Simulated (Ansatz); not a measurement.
A computed series for Ag: response to strain

Base system: Ag in the fcc (Cu type) structure (space group Fm-3m, No. 225; a = 4.1043 Å; relaxed with 0.1 eV smearing). Axes: x, y, z lie along the cube axes.

Strains are applied to the cell and any free atomic positions relax; under biaxial strain the out-of-plane vector relaxes too.

All numbers come from r2SCAN (Ansatz, a program for electronic structure, PAW, no spin-orbit coupling).

Notes on the quantities. energy relative to the base: free energy F.

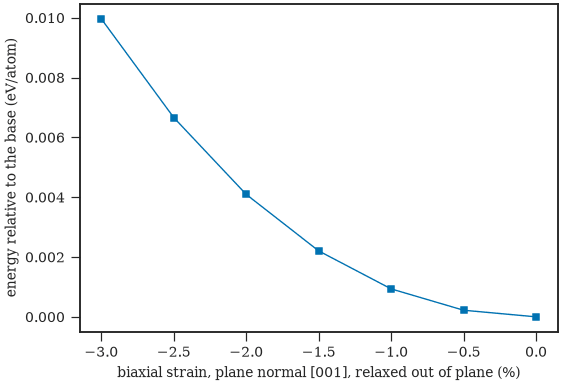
Figure: Energy relative to the base against biaxial strain, plane normal [001], relaxed out of plane

```json
[
 {"biaxial strain, plane normal [001], relaxed out of plane (%)": "-3", "energy relative to the base": "+10 meV/atom"},
 {"biaxial strain, plane normal [001], relaxed out of plane (%)": "-2.5", "energy relative to the base": "+6.7 meV/atom"},
 {"biaxial strain, plane normal [001], relaxed out of plane (%)": "-2", "energy relative to the base": "+4.1 meV/atom"},
 {"biaxial strain, plane normal [001], relaxed out of plane (%)": "-1.5", "energy relative to the base": "+2.2 meV/atom"},
 {"biaxial strain, plane normal [001], relaxed out of plane (%)": "-1", "energy relative to the base": "+0.9 meV/atom"},
 {"biaxial strain, plane normal [001], relaxed out of plane (%)": "-0.5", "energy relative to the base": "+0.2 meV/atom"}
]
```

Whether these cells are dynamically stable was not tested.
